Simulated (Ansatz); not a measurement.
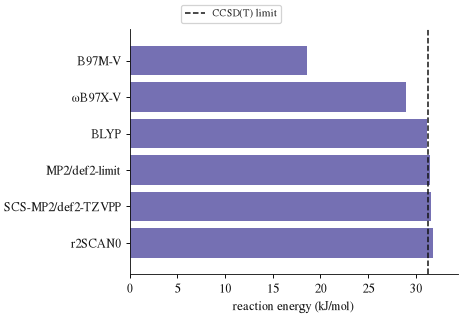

Electronic reaction energy of AlSbH₃F ([F][AlH][SbH2]) + SiH₄ ([SiH4]) → SiSbH₅ ([SiH3][SbH2]) + AlH₂F ([F][AlH2]) (SMILES in brackets) at several levels (functionals in def2-TZVPP unless a basis is named), isolated molecules at PBE0-D4 triple-zeta geometries, minima by their frequencies, no zero-point or thermal terms, the Ansatz code. The line is frozen-core CCSD(T) at the basis limit (MP2 extrapolated from triple and quadruple zeta, plus CCSD(T) less MP2 in a smaller set). No dispersion term is added to BLYP and r2SCAN0. The distance of SCS-MP2/def2-TZVPP to the limit includes basis error. Core potentials past Kr.

What range do the values span, the line included?

From 18.6 kJ/mol (B97M-V) to 31.8 kJ/mol (r2SCAN0).

Give the values.

```
             level  kJ/mol  less CCSD(T) limit
            B97M-V    18.6               −12.6
           ωB97X-V    29.0                −2.3
              BLYP    31.1                −0.1
    MP2/def2-limit    31.5                 0.2
SCS-MP2/def2-TZVPP    31.6                 0.4
           r2SCAN0    31.8                 0.5
     CCSD(T) limit    31.3                 0.0
```

Note: outer-core shells are correlated without core-valence functions, which makes the correlated values less sure; spin-orbit coupling is left out, and with Sb it can shift these values.
